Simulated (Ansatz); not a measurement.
# H2S2 (SMILES SS): B2PLYP/STO-3G

What is the energy change on altering one bond length of H2S2 at B2PLYP/STO-3G? 

Program for the calculation: Ansatz 0.2.0.

44 further runs of the same task are left out: 10 that didn't finish, 34 set aside as unsound or not needed.

### 1 The system as given

H2S2: 4 atoms, total charge 0, spin state singlet. SMILES: `SS`. Geometry: relaxed at PBE0-D4/def2-TZVP.

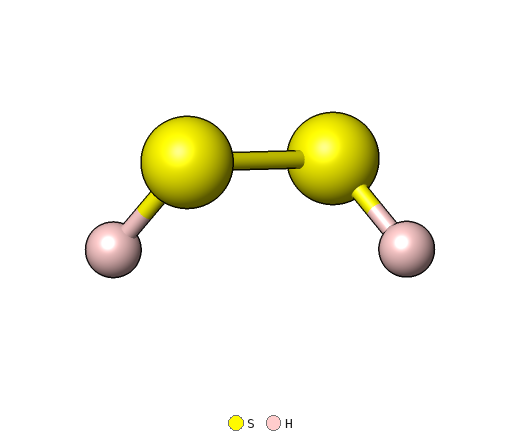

Viewed from a chosen angle; sulfur yellow, hydrogen pink.

### 2 The energy at B2PLYP/STO-3G

The input, in.yaml:

```yaml
crystal:
  periodic: [false, false, false]
  atoms:
    - {symbol: S, position_ang: [0.784480, -0.789210, 0.166690]}
    - {symbol: S, position_ang: [0.060220, 1.121560, 0.067360]}
    - {symbol: H, position_ang: [-0.225420, -1.352590, 0.856880]}
    - {symbol: H, position_ang: [-0.619290, 1.020250, -1.090950]}
basis:
  gaussian:
    orbitals: STO-3G
accuracy: high
correlation:
  frozen_orbitals: {H: 0, S: 5}
hamiltonian:
  xc: {name: B2PLYP}
```

Started as:

```sh
$ ansatz run in.yaml --threads 1 --pin off --max-ram 3480MiB --events-out events.jsonl --progress --plain --runs-dir runs
```

The log of the run:

```text
Warning: RAYON_NUM_THREADS=1 ignored (pool sized by the plan → 1); use --threads N
Functional definition: B2PLYP
  name "B2PLYP"
  parameter a = 0.53
  parameter c = 0.27
  exchange = (1 - a)*b88_x + a*exact_x
  correlation = (1 - c)*lyp_c + c*(mp2_os + mp2_ss)
344 factors; integrals over basis functions are off by at most 1.3e-8 eV
mean field evaluation 1: about -21452.7993 eV, gradient 6.5e0 eV
mean field evaluation 2: about -21452.8124 eV, gradient 6.6e0 eV
mean field evaluation 4: about -21453.0389 eV, gradient 1.7e-1 eV
mean field evaluation 8: about -21453.0388 eV, gradient 4.1e-4 eV
mean field evaluation 16: about -21453.0388 eV, gradient 8.6e-9 eV
mean field -21453.03876700 eV, -788.3846332953 hartree, gradient 8.6e-9 eV, S^2 0.000000; 0 other end points of the search recorded, 0 dependent functions left out
10 core orbitals not correlated: weight in the atoms' cores, before any rotation towards them, 1.000 or more for the frozen orbitals, at most 0.000 for the correlated occupied ones
reference -21453.03878265 eV, -788.3846338705 hartree; 7, 7 occupied and 3, 3 virtual orbitals, 344 factors
second order -1.70777783 eV of doubles, -0.00000000 eV of singles
Total energy: -21453.49988266 eV, -788.4015789834 hartree
```

Run time: 0.58 s. Hardware: 1 thread of Intel Xeon 6975P-C (Granite Rapids), shared host.

### 3 The distorted shape at the same level

The input, run.yaml:

```yaml
crystal:
  periodic: [false, false, false]
  atoms:
    - {symbol: S, position_ang: [0.965545, -1.266903, 0.191523]}
    - {symbol: S, position_ang: [0.060220, 1.121560, 0.067360]}
    - {symbol: H, position_ang: [-0.044355, -1.830283, 0.881713]}
    - {symbol: H, position_ang: [-0.619290, 1.020250, -1.090950]}
basis:
  gaussian:
    orbitals: STO-3G
magnetization:
  spin_polarized: false
correlation:
  frozen_orbitals: {H: 0, S: 5}
accuracy: high
hamiltonian:
  xc: {name: B2PLYP}
```

Started as:

```sh
$ ansatz run run.yaml --threads 1 --pin off --max-ram 3480MiB --events-out events.jsonl --progress --plain --runs-dir runs
```

The log of the run, shortened:

```text
Warning: RAYON_NUM_THREADS=1 ignored (pool sized by the plan → 1); use --threads N
Functional definition: B2PLYP
  name "B2PLYP"
[...]
328 factors; integrals over basis functions are off by at most 2.0e-8 eV
[...]
mean field -21451.44339050 eV, -788.3260042902 hartree, gradient 3.4e-8 eV, S^2 0.000000; 0 other end points of the search recorded, 0 dependent functions left out; unrestricted orbitals would lower it
10 core orbitals not correlated: weight in the atoms' cores, before any rotation towards them, 1.000 or more for the frozen orbitals, at most 0.000 for the correlated occupied ones
reference -21451.44340685 eV, -788.3260048913 hartree; 7, 7 occupied and 3, 3 virtual orbitals, 328 factors
second order -2.50345452 eV of doubles, -0.00000000 eV of singles
Total energy: -21452.11933957 eV, -788.3508449606 hartree
```

Wall time 0.6 s (1 thread of Intel Xeon 6975P-C (Granite Rapids), shared host).

### 4 Summary of results

At B2PLYP/STO-3G, 10 core orbitals frozen:

```
                                                         quantity          value
                                        first shape: total energy  -788.40158 Eh
                                    distorted shape: total energy  -788.35084 Eh
energy change with the S1–S2 bond stretched from 2.046 to 2.557 Å       1.381 eV
```

With the S1–S2 bond stretched from 2.046 to 2.557 Å the energy rises by 1.38 eV (133 kJ/mol). The first shape isn't relaxed at this level, so the change isn't measured from a minimum. The minimal basis adds a large error of its own. The restricted solution (distorted shape) is unstable to spin breaking: an unrestricted one lies lower.
